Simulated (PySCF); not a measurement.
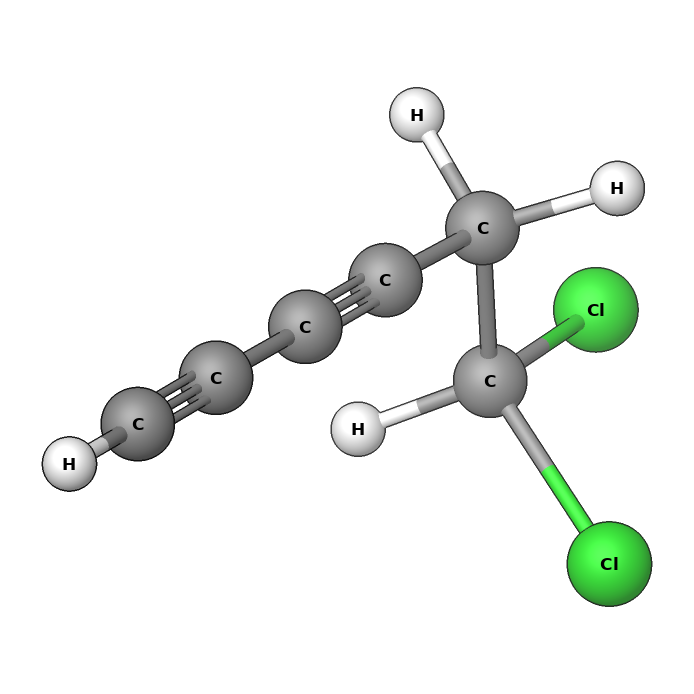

Rendered structure (ball-and-stick style). Multiple sticks mark multiple bonds (one Kekulé form).

The geometry was computed by an optimisation with GFN2-xTB. No frequency run is at hand to confirm it as a minimum.

Description:

It has 12 atoms: 6 carbon, 4 hydrogen and 2 chlorine (C6H4Cl2). Its SMILES string is `C#CC#CCC(Cl)Cl`. It has no ring. Among its groups: alkyne, C–Cl bond. The point group is C1. Coordination: 4 C linear; 2 C tetrahedral.

The parts below concern this one geometry. Atoms keep their numbers from picture to picture.

**Shape**

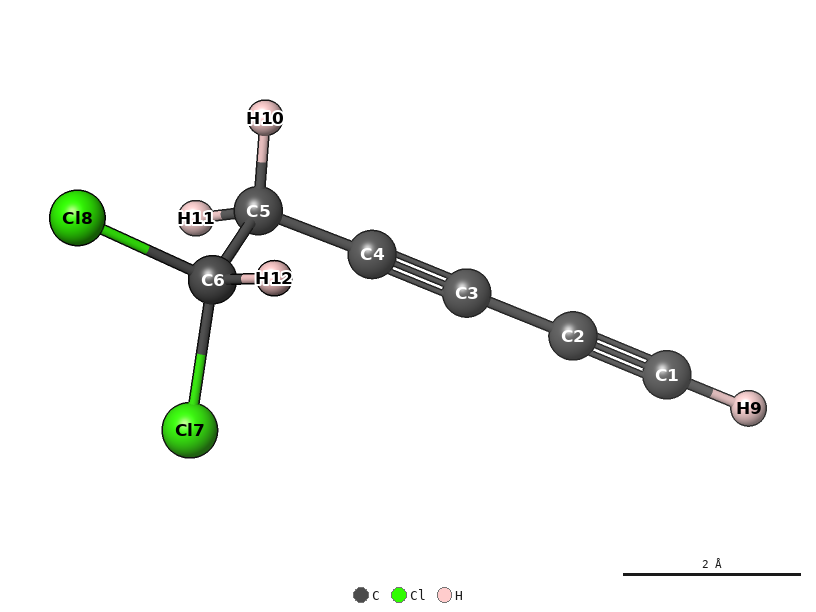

Atoms carry their numbers in the input. No frequency run is at hand to confirm it as a minimum.

What are the angles C2–C1–H9, C2–C3–C4, C3–C4–C5, C4–C5–C6, C4–C5–H11, C5–C6–Cl7, C5–C6–Cl8, C5–C6–H12, C6–C5–H10, C6–C5–H11, Cl7–C6–Cl8, Cl8–C6–H12?

| angle | degrees |
| --- | --- |
| C2–C1–H9 | 179.8 |
| C2–C3–C4 | 179.3 |
| C3–C4–C5 | 178.8 |
| C4–C5–C6 | 110.6 |
| C4–C5–H11 | 109.7 |
| C5–C6–Cl7 | 110.6 |
| C5–C6–Cl8 | 110.1 |
| C5–C6–H12 | 112.2 |
| C6–C5–H10 | 108.6 |
| C6–C5–H11 | 109.6 |
| Cl7–C6–Cl8 | 109.3 |
| Cl8–C6–H12 | 107.5 |

**Electronic properties**

No frequency run is at hand to confirm it as a minimum. Properties computed with PBE0/def2-SVPD, gas phase (PySCF 2.14.0). Excitations: vertical, linear response.

What does the calculation give?

- dipole moment: 1.59 D
- HOMO energy (Kohn–Sham orbital): −7.56 eV
- LUMO energy (Kohn–Sham orbital): −1.11 eV
- HOMO–LUMO gap: 6.44 eV
- mean static polarisability: 105.3 bohr³
- lowest vertical singlet excitation: 4.68 eV
- its oscillator strength: 0.000
- brightest of the 6 lowest singlets: 6.42 eV
- its oscillator strength: 0.15

**NMR shielding**

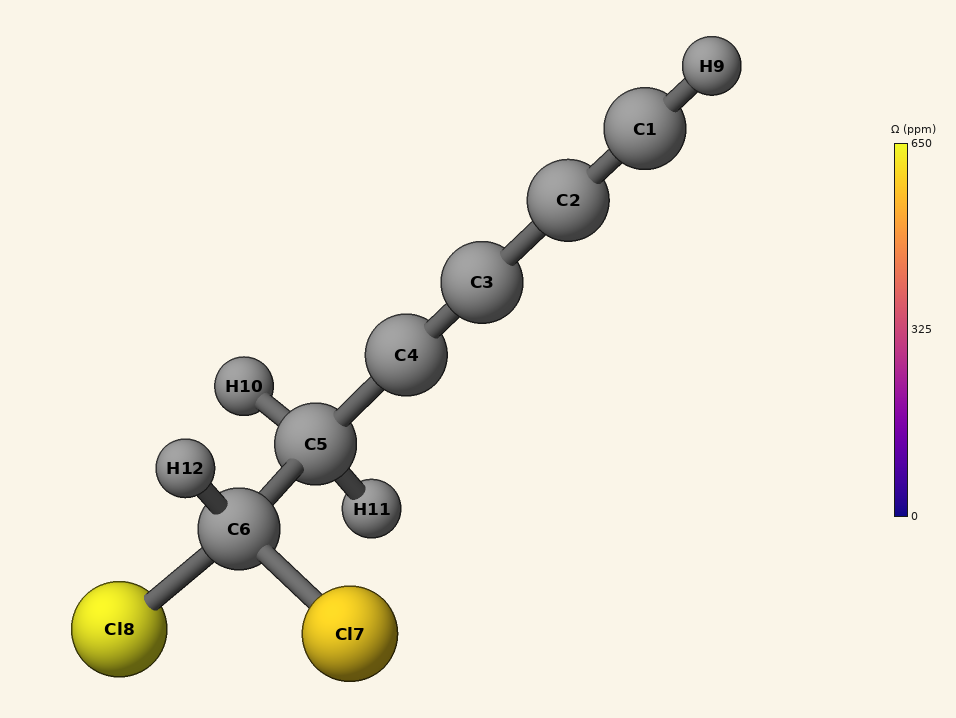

The Cl atoms are coloured by the span of their shielding tensor. No frequency run is at hand to confirm it as a minimum. Properties computed with GIAO PBE0/pcSseg-1 NMR shielding, non-relativistic, gas phase (PySCF 2.14.0). Principal shieldings σ11 ≤ σ22 ≤ σ33, span Ω = σ33 − σ11, skew κ = 3(σiso − σ22)/Ω.

Give the shielding tensors of the Cl atoms.

```csv
atom,σ11,σ22,σ33,σiso,Ω,κ
Cl7,410.8,573.6,1005.9,663.4,595.1,0.45
Cl8,374.8,597.8,1010.5,661.1,635.7,0.30
```

Shieldings and span in ppm.

**Charges**

The questions are on IAO charges. No frequency run is at hand to confirm it as a minimum. Method: PBE0/pcSseg-1, gas phase (PySCF 2.14.0).

Question: Which atom carries the highest charge (most positive or least negative)?

Answer: H9 (0.21 e).

Question: And the lowest?

Answer: C5 (−0.28 e).

Give the IAO charges atom by atom.

```csv
atom,value (e)
C1,−0.19
C2,−0.03
C3,−0.05
C4,−0.02
C5,−0.28
C6,−0.08
Cl7,−0.06
Cl8,−0.07
H9,0.21
H10,0.19
H11,0.19
H12,0.19
```
